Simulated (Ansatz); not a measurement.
# Site preference of Cl in place of S in SiC(10-10)/MgS(100) interface (76 atoms), part 2 of 3

At which site of SiC(10-10)/MgS(100) interface (76 atoms) does Cl in place of S cost least, and what about the site decides it?

Ansatz 0.2.0; Kohn-Sham DFT, PBE, PAW (set soft_2), plane waves.

So far. Step 2 (Single point at the start): The r.m.s. force at the start is 1.0 eV/Å. Step 3 (Relaxation): The relaxation converged after 11 steps, 12.7 eV below its start, with a largest force component of 0.024 eV/Å.

## Step 4: Single point at the relaxed geometry

The electronic structure is read at the final geometry, in a run of its own.

input.yaml

```yaml
crystal:
  lattice:
    - [11.8227, 0.0, 0.0]
    - [-1.10952, 7.88027, 0.0]
    - [0.0, 0.0, 10.74772]
  atoms:
    - { symbol: Si, position: [0.67781, 0.33973, 0.00698] }
    - { symbol: C, position: [0.80054, 0.46403, 0.08433] }
    - { symbol: Si, position: [0.92099, 0.33337, 0.0811] }
    - { symbol: C, position: [0.87988, 0.12291, 0.0028] }
    - { symbol: Si, position: [0.75987, 0.50451, 0.25587] }
    - { symbol: C, position: [0.7195, 0.29669, 0.32914] }
    [... 64 atom lines left out ...]
    - { symbol: Mg, position: [0.02229, 0.45858, 0.80812] }
    - { symbol: S, position: [0.73524, 0.34633, 0.81227] }
    - { symbol: Mg, position: [0.74311, 0.33734, 0.52817] }
    - { symbol: S, position: [0.69938, 0.62628, 0.57105] }
    - { symbol: Mg, position: [0.69966, 0.66285, 0.79972] }
    - { symbol: S, position: [0.48744, 0.47888, 0.84761] }
kpoints:
  mp_grid: { grid: [1, 2, 1] }
hamiltonian:
  xc: pbe
scf:
  occupations: { method: gaussian, width: 0.05 }
output:
  forces: true
  stress: true
  populations: true
  dos:
    method: { smearing: { sigma: 0.08 } }
    de: 0.1
    projected:
      site_lists:
        C: [C]
        Mg: [Mg]
        S: [S]
        Si: [Si]
        SiC: [0, 1, 2, 3, 4, 5, 6, 7, 8, 9, 10, 11, 12, 13, 14, 15, 16, 17, 18, 19, 20, 21, 22, 23, 24, 25, 26, 27, 28, 29, 30, 31, 32, 33, 34, 35, 36, 37, 38, 39, 40, 41, 42, 43, 44, 45, 46, 47]
        MgS: [48, 49, 50, 51, 52, 53, 54, 55, 56, 57, 58, 59, 60, 61, 62, 63, 64, 65, 66, 67, 68, 69, 70, 71, 72, 73, 74, 75]
  eigenvalues: true
  write_density: true
  write_potential: true
  volumetric_format: npy
  elf: true
```

Launch:

```
> ansatz run input.yaml --threads 4 --pin off --max-ram 8192MiB --backend cpu --events-out ev --progress --plain --runs-dir out
```

Numbers of over 12 decimals in the logs are rounded to 6 here.

The program printed:

```text
[...]
Crystal: 76 atoms, lattice volume = 1001.323 Å³
Basis set: ecut = 420 eV, 19535 PW (Γ), exchange–correlation on 160×108×144 points (8 copies of the dense FFT grid, shifted against one another)
Bands: 284, of which v1, the nominal top of the filled ones, is band 208 counted from 1 (207 counted from 0)
Symmetry: 1 space group operations
[...]
k-points: 2
[...]
SCF iter   1: F=—  HF=-60864.107006 eV  |F-HF|=—  |Δ(HF+E_count)|=         —  Δρ=5.70e-3  dr2=1.31e0  ethr=1.77e-3  ⟨swp⟩=6.0  Hψ=2452  notcnv=0  defer=99
[...]
SCF iter   8: F=-60863.936011 eV  HF=-60863.936011 eV  |F-HF|=2.21e-8  |Δ(HF+E_count)|=   2.50e-7  Δρ=1.94e-6  dr2=7.29e-8  ethr=2.40e-11  ⟨swp⟩=18.0  Hψ=4763  notcnv=0
SCF 1 converged in 8 iterations: F = -60863.936011 eV  dr2 = 7.29e-8
[...]
SCF converged after 8 iterations
Free energy (F): -60863.936011 eV
[...]
Internal energy: -60863.936011 eV  (E = F + TS)
E sigma→0 (E₀):  -60863.936011 eV
Entropy (-TS):   -0.000000 eV (-0.000 meV/atom)
Fermi energy:    9.196009 eV
[...]
--- Forces (eV/Å), atoms counted from 1 ---
  atom   1  Si     0.00147183    -0.00668138    -0.00495457
  atom   2  C      0.00070968     0.00451541     0.00700408
  atom   3  Si     0.00253908     0.00090321    -0.00707859
  atom   4  C     -0.00178134    -0.00233664     0.01014012
  atom   5  Si     0.00814824    -0.00396621    -0.00021607
  atom   6  C      0.00175659     0.00136749     0.00877941
  atom   7  Si    -0.00489247     0.00527645    -0.01392711
  atom   8  C     -0.00032344    -0.00567648     0.01221321
  atom   9  Si     0.02301457     0.00128243    -0.02314978
  atom  10  C     -0.00238223     0.00686099     0.00764835
  atom  11  Si    -0.00335444     0.00594640    -0.00765555
  atom  12  C     -0.00311427    -0.01816691    -0.02176098
  atom  13  Si    -0.00239297    -0.01585983    -0.01313957
  atom  14  C     -0.00814514    -0.00421200    -0.01778221
[...]
atom  75  Mg    -0.00665159     0.00221789     0.00472327
  atom  76  S      0.01986386     0.00160806     0.01283381
  max |Σ_I F_I| component: 7.22e-5 eV/Å
--- Stress (GPa, compression-positive) ---
        6.646790      -0.990754       1.150397
       -0.990755       7.397570      -0.844928
        1.150397      -0.844928       7.926155
  P = ⅓ Tr σ = 7.3235 GPa (73.235 kbar)
--- Band table (eV) ---
[...]
--- Löwdin populations: 76 sites ---
  site symbol       q [e]
     0     Si      3.0415
     1      C      5.0027
     2     Si      2.9301
[...]
75      S      6.5343
  spilling = 0.011011 (of n_electrons = 416.000000)
```

Elapsed: 26 s, on 4 threads of Arm Neoverse V1, shared host; peak memory 2.9 GiB.

The run gave:

- free energy: -60863.9360 eV
- free energy per atom: -800.8413 eV/atom
- SCF cycles: 8
- pressure: 7.324 GPa
- r.m.s. force component: 0.00768 eV/Å
- longest force: 0.03267 eV/Å
- Fermi energy: 9.196 eV
- gap (highest filled to lowest empty level): 0.3393 eV
- spilling of the projection: 0.01101

Löwdin charges by element (they lack the spilled electrons, 0.060 e an atom on average):

```tsv
element	coordination	atoms	mean charge (e)	spread	least	most
C	all	24	-1.05	0.0978	-1.22	-0.812
Mg	all	14	1.46	0.0184	1.42	1.48
S	all	14	-1.02	0.199	-1.23	-0.534
Si	all	24	0.981	0.122	0.589	1.09
```

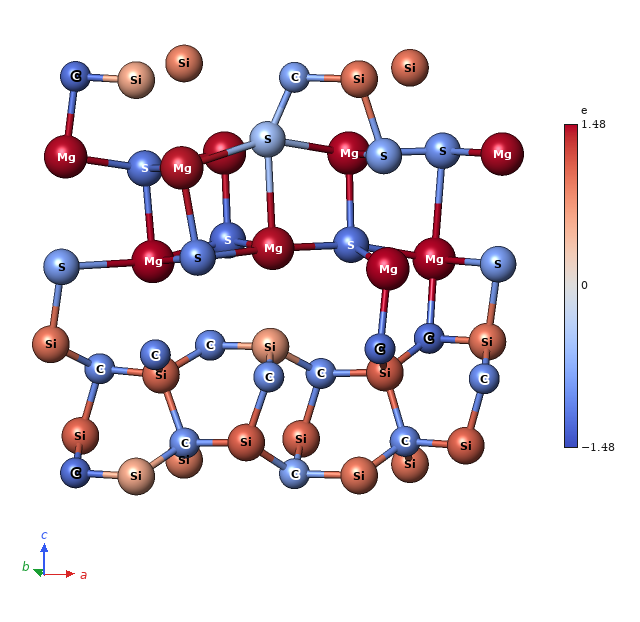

Atoms coloured by Löwdin charge. Drawn is a slice 4 Å thick, seen along the normal of the ac plane. Bonds to atoms that aren't drawn are left out.

By region:

```tsv
region	atoms	mean length of the force (eV/Å)
SiC	48	0.012
MgS	28	0.011
```

Density of states as counts of states in windows of 1 eV (from the Fermi level), total and the larger projections:

```tsv
from (eV)	to (eV)	total	SiC	C p	MgS	S p	Si p	Si s
-18	-17	0.0	0.0	0.0	0.0	0.0	0.0	0.0
-17	-16	2.0	1.5	0.1	0.5	0.0	0.2	0.6
-16	-15	6.9	6.1	0.4	0.8	0.0	1.3	2.1
-15	-14	10.0	7.3	0.6	2.7	0.1	1.9	2.2
-14	-13	20.6	9.2	0.7	11.3	0.2	3.0	2.1
-13	-12	24.1	13.9	0.9	10.1	0.1	4.3	2.2
-12	-11	12.4	11.2	0.5	1.1	0.2	3.7	0.9
-11	-10	0.0	0.0	0.0	0.0	0.0	0.0	0.0
-10	-9	3.8	3.6	1.8	0.2	0.1	0.7	1.0
-9	-8	18.0	16.7	8.2	1.2	0.8	2.5	5.0
-8	-7	11.3	10.1	4.9	1.1	0.8	2.4	1.6
-7	-6	20.3	15.4	7.9	4.8	3.7	4.9	1.4
-6	-5	35.3	19.2	10.6	15.8	13.1	6.1	1.3
-5	-4	32.9	20.5	12.6	11.9	10.7	6.2	0.9
-4	-3	40.0	21.7	15.0	17.4	16.6	5.7	0.5
-3	-2	39.5	19.6	14.7	18.9	18.4	4.3	0.3
-2	-1	21.4	13.7	11.2	6.9	6.6	1.8	0.2
-1	0	5.5	3.8	2.3	1.4	1.2	1.2	0.2
0	1	7.2	5.2	1.5	1.3	0.8	3.0	0.5
1	2	11.3	6.3	1.9	3.4	1.2	3.3	0.7
2	3	20.0	9.5	1.9	5.1	1.4	4.9	1.3
3	4	28.7	14.1	2.6	5.2	1.4	7.2	2.0
4	5	32.7	14.9	3.1	4.2	1.2	7.7	2.3
```

The curve was stored every 0.10 eV, coarse against its broadening of 0.08 eV, so these counts are rough.

The stored curve holds about 304 of the 416 electrons; the rest, give or take the few that broadening carries across the Fermi level, lie in deeper levels below its range.

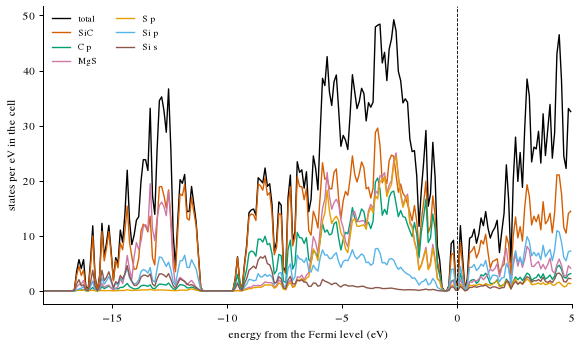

Total and projected density of states, with the broadening of the input.

The levels nearest the highest filled one (over half full), pooled over k-points and spins:

```tsv
level less the highest filled one (eV)	occupation
-0.843	2
-0.785	2
-0.769	2
-0.614	2
-0.0535	2
0	2
0.339	0
0.342	0
0.715	0
0.793	0
0.912	0
0.979	0
```

Planar average of the electrostatic potential energy along the normal, with the Fermi level as zero, after a running mean with a triangular window 4 Å wide at its base:

```tsv
height (Å)	potential energy (eV)
0.0	-8.14
0.4	-9.05
0.9	-9.35
1.3	-9.10
1.6	-8.91
2.1	-8.93
2.5	-9.20
3.0	-9.17
3.4	-8.51
3.9	-7.36
4.2	-6.56
4.6	-5.72
5.1	-5.50
5.5	-5.67
6.0	-5.64
6.4	-5.20
6.7	-4.86
7.2	-4.62
7.6	-4.79
8.1	-5.29
8.5	-5.72
9.0	-5.73
9.3	-5.64
9.7	-5.81
10.2	-6.58
10.6	-7.75
```

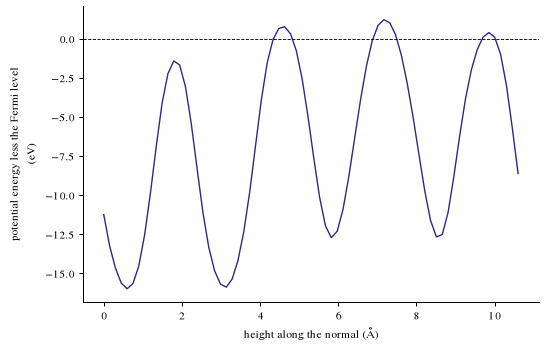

Planar average of the electrostatic potential energy; the dashed line is the Fermi level.

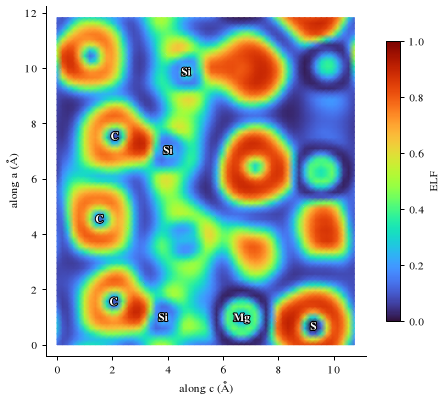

ELF in the ca plane at fractional y = 0.149, with atoms of Si and C and S and Mg within 0.2 Å of it. It is the smooth field of the valence electrons, not physical close to the nuclei. The map starts off the cell's origin, so that atoms lie inside it.

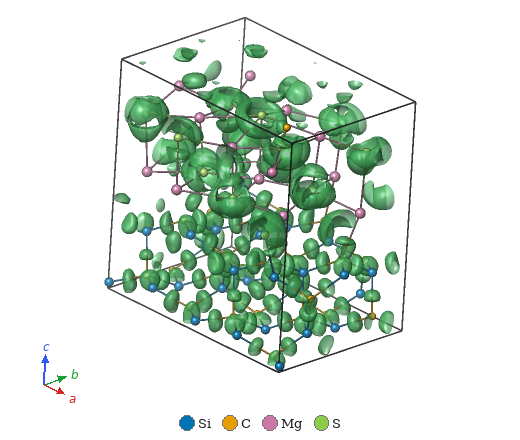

Surface of ELF = 0.85.

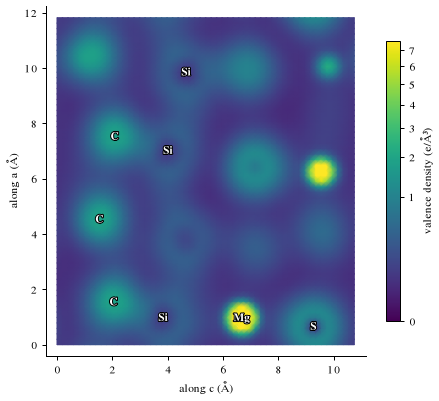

Valence density in the ca plane at fractional y = 0.149, with atoms of Si and C and S and Mg within 0.2 Å of it. It is the smooth field of the valence electrons, not physical close to the nuclei. The map starts off the cell's origin, so that atoms lie inside it. The colour scale is stretched toward low values.

Filled and empty levels are parted by 0.339 eV on the run's k-points; the mesh holds the band edges only if they fold onto it, so the gap at this level can be narrower or closed, while semilocal functionals tend to narrow gaps against experiment. Mean Löwdin charges: C -1.05, Mg +1.46, S -1.02, Si +0.98 e (they miss 1.1 % of the electrons, so they add up to more than the cell's charge). Within 0.4 eV of the Fermi level the largest share is Si p (44 % of the projected weight).

## Step 5: Cl on a site of S, site S76

The site has 6 bonded neighbours (Mg4SiC) at 2.60 Å on average, by cutoffs that count no bonds between two metal atoms or like ions, in the MgS. The change is made in the relaxed cell and the atoms are relaxed again.

input.yaml

```yaml
crystal:
  lattice:
    - [11.8227, 0.0, 0.0]
    - [-1.10952, 7.88027, 0.0]
    - [0.0, 0.0, 10.74772]
  atoms:
    [... atom lines 1 to 72 left out ...]
    - { symbol: Mg, position: [0.74311, 0.33734, 0.52817] }
    - { symbol: S, position: [0.69938, 0.62628, 0.57105] }
    - { symbol: Mg, position: [0.69966, 0.66285, 0.79972] }
    - { symbol: Cl, position: [0.48744, 0.47888, 0.84761] }
kpoints:
  mp_grid: { grid: [1, 2, 1] }
hamiltonian:
  xc: pbe
scf:
  occupations: { method: gaussian, width: 0.05 }
output:
  forces: true
  eigenvalues: true
relax:
  f_tol: 0.05
  max_steps: 90
```

The program printed:

```text
[...]
Crystal: 76 atoms, lattice volume = 1001.323 Å³
Basis set: ecut = 420 eV, 19535 PW (Γ), exchange–correlation on 160×108×144 points (8 copies of the dense FFT grid, shifted against one another)
Bands: 285, of which v1, the nominal top of the filled ones, is band 209 counted from 1 (208 counted from 0)
Symmetry: 1 space group operations
[...]
k-points: 2
[...]
SCF iter   1: F=—  HF=-61039.600237 eV  |F-HF|=—  |Δ(HF+E_count)|=         —  Δρ=6.13e-3  dr2=1.42e0  ethr=1.77e-3  ⟨swp⟩=6.5  Hψ=2565  notcnv=0  defer=79
[...]
SCF iter   8: F=—  HF=-61039.365456 eV  |F-HF|=—  |Δ(HF+E_count)|=   1.83e-4  Δρ=5.91e-5  dr2=1.91e-4  ethr=4.02e-7  ⟨swp⟩=2.0  Hψ=527  notcnv=0  defer=137
SCF iter   9: F=-61039.365385 eV  HF=-61039.365433 eV  |F-HF|=4.81e-5  |Δ(HF+E_count)|=   2.31e-5  Δρ=4.03e-5  dr2=5.62e-5  ethr=1.50e-8  ⟨swp⟩=11.5  Hψ=3356  notcnv=0
SCF 1 converged in 9 iterations: F = -61039.365385 eV  dr2 = 5.62e-5
[...]
relax step   1: F+E_penalty+E_count = -61039.36538533 eV  Δ(F+E_penalty+E_count) = +0.000e0 eV  max|allowed force component| = 1.457e0 eV/Å  Δτ_max = 0.0000 Å  (9 SCF iters, dr2 threshold 6.25e-5 eV, accepted)
[...]
relax step   2: F+E_penalty+E_count = -61039.70053688 eV  Δ(F+E_penalty+E_count) = -3.352e-1 eV  max|allowed force component| = 4.271e-1 eV/Å  Δτ_max = 0.1559 Å  (7 SCF iters, dr2 threshold 1.00e-4 eV, accepted)
[...]
relax step   3: F+E_penalty+E_count = -61039.77793530 eV  Δ(F+E_penalty+E_count) = -7.740e-2 eV  max|allowed force component| = 2.669e-1 eV/Å  Δτ_max = 0.0562 Å  (7 SCF iters, dr2 threshold 1.14e-5 eV, accepted)
relax step   4: F+E_penalty+E_count = -61039.80614346 eV  Δ(F+E_penalty+E_count) = -2.821e-2 eV  max|allowed force component| = 1.317e-1 eV/Å  Δτ_max = 0.0412 Å  (7 SCF iters, dr2 threshold 6.12e-6 eV, accepted)
relax step   5: F+E_penalty+E_count = -61039.82867355 eV  Δ(F+E_penalty+E_count) = -2.253e-2 eV  max|allowed force component| = 7.890e-2 eV/Å  Δτ_max = 0.0717 Å  (8 SCF iters, dr2 threshold 4.22e-6 eV, accepted)
relax step   6: F+E_penalty+E_count = -61039.75944793 eV  Δ(F+E_penalty+E_count) = +6.923e-2 eV  max|allowed force component| = 3.901e-1 eV/Å  Δτ_max = 0.2000 Å  (11 SCF iters, rejected (line search))
relax step   7: F+E_penalty+E_count = -61039.85572730 eV  Δ(F+E_penalty+E_count) = -2.705e-2 eV  max|allowed force component| = 1.164e-1 eV/Å  Δτ_max = 0.0974 Å  (12 SCF iters, accepted)
relax step   8: F+E_penalty+E_count = -61039.87178097 eV  Δ(F+E_penalty+E_count) = -1.605e-2 eV  max|allowed force component| = 2.030e-1 eV/Å  Δτ_max = 0.0970 Å  (8 SCF iters, dr2 threshold 4.87e-6 eV, accepted)
relax step   9: F+E_penalty+E_count = -61039.89216510 eV  Δ(F+E_penalty+E_count) = -2.038e-2 eV  max|allowed force component| = 2.365e-1 eV/Å  Δτ_max = 0.1466 Å  (7 SCF iters, dr2 threshold 4.12e-5 eV, accepted)
relax step  10: F+E_penalty+E_count = -61039.77483157 eV  Δ(F+E_penalty+E_count) = +1.173e-1 eV  max|allowed force component| = 6.687e-1 eV/Å  Δτ_max = 0.2000 Å  (6 SCF iters, dr2 threshold 5.60e-5 eV, rejected (line search))
relax step  11: F+E_penalty+E_count = -61039.92565194 eV  Δ(F+E_penalty+E_count) = -3.349e-2 eV  max|allowed force component| = 8.230e-2 eV/Å  Δτ_max = 0.0646 Å  (8 SCF iters, accepted)
relax step  12: F+E_penalty+E_count = -61039.92733394 eV  Δ(F+E_penalty+E_count) = -1.682e-3 eV  max|allowed force component| = 7.834e-2 eV/Å  Δτ_max = 0.0489 Å  (7 SCF iters, accepted)
relax step  13: F+E_penalty+E_count = -61039.92583470 eV  Δ(F+E_penalty+E_count) = +1.499e-3 eV  max|allowed force component| = 8.288e-2 eV/Å  Δτ_max = 0.0387 Å  (7 SCF iters, rejected (line search))
[...]
relax step  14: F+E_penalty+E_count = -61039.93128320 eV  Δ(F+E_penalty+E_count) = -3.949e-3 eV  max|allowed force component| = 2.945e-2 eV/Å  Δτ_max = 0.0184 Å  (6 SCF iters, accepted)
SCF converged after 6 iterations
Free energy (F): -61039.931283 eV
[...]
Internal energy: -61039.911335 eV  (E = F + TS)
E sigma→0 (E₀):  -61039.921309 eV
Entropy (-TS):   -0.019948 eV (-0.262 meV/atom)
Fermi energy:    9.240399 eV
[...]
Σ components = -61039.931283   (vs F -61039.931283, Δ=0.00e0)
--- Forces (eV/Å), atoms counted from 1 ---
  atom   1  Si     0.00658819    -0.00394642    -0.00439706
  atom   2  C      0.00865705    -0.00258780     0.00205612
  atom   3  Si    -0.00352153     0.00906347     0.00945855
  atom   4  C      0.01649587     0.00118522    -0.01569982
[...]
atom  76  Cl    -0.02313125     0.00511773    -0.00558737
  max |Σ_I F_I| component: 9.71e-5 eV/Å
--- Band table (eV) ---
[...]
--- Relaxed structure (14 steps of the walk, 11 accepted, 0 SCFs on fresh bases) ---
  F+E_penalty+E_count = -61039.93128320 eV   max|allowed force component| = 2.945e-2 eV/Å
  atoms:
    - { symbol: Si, position: [0.674955, 0.335526, 0.011173] }
    - { symbol: C, position: [0.795226, 0.456764, 0.092132] }
    - { symbol: Si, position: [0.918607, 0.331703, 0.081169] }
    - { symbol: C, position: [0.875837, 0.121800, 0.00280676] }
[...]
- { symbol: Cl, position: [0.487074, 0.470908, 0.850843] }
```

The job ended after 3.9 min (4 threads; peak memory 2.9 GiB).

The relaxation converged after 14 steps, 0.566 eV below its start, with a largest force component of 0.029 eV/Å.

A closer look about the Cl atom, after relaxation: 11 atoms, nearest first, numbered in the order of the input, with positions taken from that point.

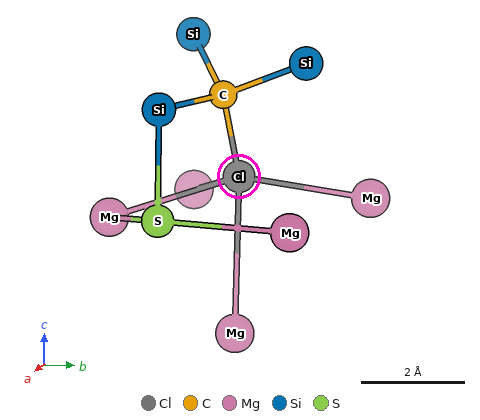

The atoms of the table, within 3.2 Å (arrows a, b, c point along x, y, z); some may hide others; the central atom is ringed.

```tsv
atom	x	y	z	distance (Å)
Cl76	0.00	0.00	0.00	0.00
C36	0.69	-0.16	1.74	1.88
Mg51	-0.98	2.40	-0.51	2.64
Mg63	0.92	-2.38	-0.73	2.65
Si11	-0.72	-1.07	2.64	2.94
Mg49	0.31	-0.02	-3.05	3.06
Mg67	-2.57	-1.47	-0.80	3.07
Si35	0.95	1.55	2.48	3.07
Si1	2.37	-1.07	1.72	3.12
Mg75	2.68	1.61	-0.54	3.17
S72	3.01	-0.95	-0.36	3.18
```

The largest move is 0.42 Å, by S56.

(Part 2 of 3 ends here.)

[Logs are printed without paths, hosts, clocks, repeated set-up lines and the standing remarks that a program may print on its own settings, such as how far it seeks lower states.]

[Hosts, paths, dates, database ids (printed as entryN), source tags and the programs' standing remarks are cut or masked in the printed files.]
